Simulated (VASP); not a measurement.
# Li3ClO: convergence with the plane-wave cutoff and k-mesh, part 3 of 3

How sensitive are energy and pressure of Li3ClO to the plane-wave cutoff and k-mesh? The series runs use LDA. The start is a computed cell from the Materials Project.

VASP 6.6.1; LDA; plane waves and PAW (Li_sv, Cl, O).

So far. Step 15 (K-mesh: 7 7 7): Against the run before the energy stays within 0.01 meV an atom and the pressure within 0.01 GPa, after 14 cycles in 3 s.

**16. K-mesh: 9 9 9 (continued)**

OUTCAR, selected parts (step 16):

```text
  Total       -2.0338190     -2.0338190     -2.0338190     -0.0000000      0.0000000     -0.0000000
  in kB      -54.5816770    -54.5816770    -54.5816770     -0.0000000      0.0000000     -0.0000000
  external PRESSURE =     -54.5816770 kB  Pullay stress =       0.0000000 kB

  FREE ENERGIE OF THE ION-ELECTRON SYSTEM (eV)
  ---------------------------------------------------
  free  energy   TOTEN  =       -23.6877375871 eV

  energy  without entropy=      -23.6877375870  energy(sigma->0) =      -23.68773759

[... 2 parts as in an earlier step ...]

[... 2 further parts left out ...]
[key lines of the parts left out:]
E-fermi :   2.4780
```

Against the run before the energy moves by +0.01 meV an atom while the pressure stays within 0.01 GPa, after 14 cycles in 4.8 s.

**17. K-mesh: 11 11 11**

INCAR reads:

```
SYSTEM = Li3ClO
PREC = Accurate
ENCUT = 650
EDIFF = 1E-06
NELM = 100
ISMEAR = -1
SIGMA = 0.05
LREAL = .FALSE.
ALGO = Normal
GGA = CA
NBANDS = 17
LORBIT = 11
LWAVE = .FALSE.
LCHARG = .FALSE.
KPAR = 4
ISIF = 2
```

POSCAR reads:

```
Li3ClO
1.0
    3.9083370000      0.0000000000      0.0000000000
    0.0000000000      3.9083370000      0.0000000000
    0.0000000000      0.0000000000      3.9083370000
Li Cl O
3 1 1
Direct
    0.0000000000      0.5000000000      0.5000000000
    0.5000000000      0.0000000000      0.5000000000
    0.5000000000      0.5000000000      0.0000000000
    0.0000000000      0.0000000000      0.0000000000
    0.5000000000      0.5000000000      0.5000000000
```

KPOINTS reads:

```
Automatic mesh
0
Gamma
11 11 11
0 0 0
```

The projector-augmented-wave data sets are Li_sv, Cl and O (PBE family, release 64).

Run with:

```console
> mpirun -np 4 vasp_std
```

Log:

```text
[... set-up lines as in an earlier step ...]
 entering main loop
       N       E                     dE             d eps       ncg     rms          rms(c)
DAV:   1     0.141594427882E+03    0.14159E+03   -0.11815E+04  1904   0.155E+03
DAV:   2    -0.125487436335E+02   -0.15414E+03   -0.14947E+03  2355   0.343E+02
DAV:   3    -0.267812750643E+02   -0.14233E+02   -0.14168E+02  3602   0.783E+01
DAV:   4    -0.274080738329E+02   -0.62680E+00   -0.62619E+00  2656   0.163E+01
[...]
DAV:  12    -0.236877423399E+02   -0.11459E-04   -0.14273E-04  2455   0.781E-02    0.102E-02
DAV:  13    -0.236877401123E+02    0.22276E-05   -0.18818E-05  2392   0.260E-02    0.584E-03
DAV:  14    -0.236877401006E+02    0.11685E-07   -0.93309E-07  1146   0.649E-03
   1 F= -.23687740E+02 E0= -.23687740E+02  d E =-.237906E-10
```

It took 6.2 s on 4 MPI ranks of Intel Xeon 6975P-C (Granite Rapids), shared host; peak memory 0.77 GiB.

From OUTCAR (step 17):

```text
  Total       -2.0330634     -2.0330634     -2.0330634      0.0000000      0.0000000      0.0000000
  in kB      -54.5613993    -54.5613993    -54.5613993      0.0000000      0.0000000      0.0000000
  external PRESSURE =     -54.5613993 kB  Pullay stress =       0.0000000 kB

  FREE ENERGIE OF THE ION-ELECTRON SYSTEM (eV)
  ---------------------------------------------------
  free  energy   TOTEN  =       -23.6877401006 eV

  energy  without entropy=      -23.6877401006  energy(sigma->0) =      -23.68774010

[... 2 parts as in an earlier step ...]

[... 2 further parts left out ...]
[key lines of the parts left out:]
E-fermi :   2.4780
```

Against the run before the energy stays within 0.01 meV an atom and the pressure within 0.01 GPa, after 14 cycles in 6.2 s.

**18. The k-mesh series as a table**

This step: convergence of LDA results with the mesh; plane waves and PAW (VASP 6.6.1).

No new run; the numbers come from the runs before.

Differences are taken from the run with 11 11 11. Results of the series, by row:

```
 setting     status  energy less the reference (meV/atom)  pressure (GPa)  gap (eV)  SCF cycles  wall time (s)
   2 2 2  converged                                  33.2          -4.368     4.616          13            1.4
   3 3 3  converged                                 2.011          -5.395     4.737          13            1.4
   4 4 4  converged                                0.2087          -5.447     4.595          14            2.2
   5 5 5  converged                              -0.00486          -5.457     4.649          14            2.2
   7 7 7  converged                             -0.004918           -5.46     4.622          14              3
   9 9 9  converged                               5.02e-4          -5.458     4.611          14            4.8
11 11 11  converged                                     0          -5.456     4.606          14            6.2
```

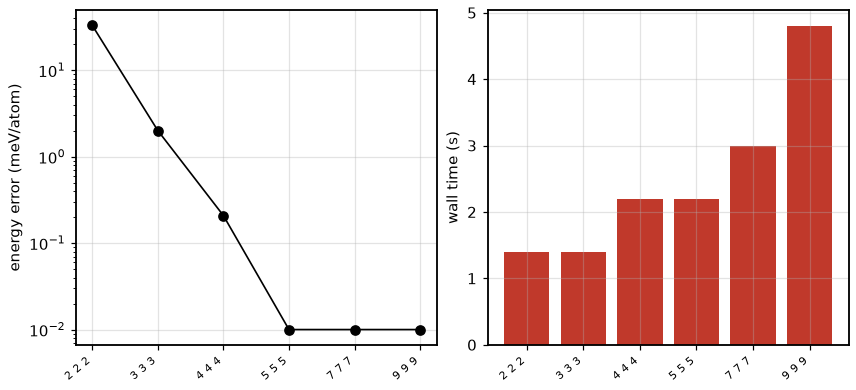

The energy error in size, against the reference run (errors under 0.01 are drawn at 0.01), and the wall time by setting.

**19. Outcome**

```json
{
 "plane-wave cutoff from which the energy stays within 10 meV/atom of the reference": "ENCUT = 450",
 "plane-wave cutoff from which the energy stays within 1 meV/atom of the reference": "ENCUT = 500",
 "plane-wave cutoff from which the pressure stays within 0.2 GPa of the reference": "ENCUT = 570",
 "spread of the pressure over the plane-wave cutoff": "18.7 GPa",
 "spread of the energy over the plane-wave cutoff": "289 meV/atom",
 "k-mesh from which the energy stays within 10 meV/atom of the reference": "3 3 3",
 "k-mesh from which the energy stays within 1 meV/atom of the reference": "4 4 4",
 "k-mesh from which the pressure stays within 0.2 GPa of the reference": "3 3 3",
 "spread of the pressure over the k-mesh": "1.09 GPa",
 "spread of the energy over the k-mesh": "33.2 meV/atom"
}
```

What this shows: From ENCUT = 500 on, the energy stays within 1 meV an atom of the reference, at 45 % of its time. The pressure holds within 0.2 GPa from ENCUT = 570 on. These cutoffs are 0.6 to 2 times the default of the data sets, about 500 eV; at the default the run is off by -0.5 meV an atom, -0.20 GPa, and at 1.3 times by -0.4 meV an atom, -0.16 GPa. Energy differences between like cells converge faster than these totals. From 4 4 4 on, the energy stays within 1 meV an atom of the reference, at 35 % of its time. The pressure holds within 0.2 GPa from 3 3 3 on. The gap in the table jumps with the points that each mesh happens to hold, and is no measure of convergence. Differences are taken from the run with ENCUT = 1000, which is itself not the exact limit. Forces vanish by symmetry in this cell, so the series can't test them. The runs at ENCUT = 300; ENCUT = 370 are over 30 meV an atom or 2 GPa off and describe the material poorly. The run at 2 2 2 is over 30 meV an atom or 2 GPa off and describes the material poorly.

[Lines on the potential files, build, host, timing and source positions are cut from VASP's logs without a mark.]

[Logs are printed without paths, hosts, clocks, repeated set-up lines and the standing remarks that a program may print on its own settings, such as how far it seeks lower states.]

[Hosts, paths, dates, database ids (printed as entryN), source tags and the programs' standing remarks are cut or masked in the printed files.]

[A measured line is paired with the nearest computed mode of its activity, which favours agreement.]
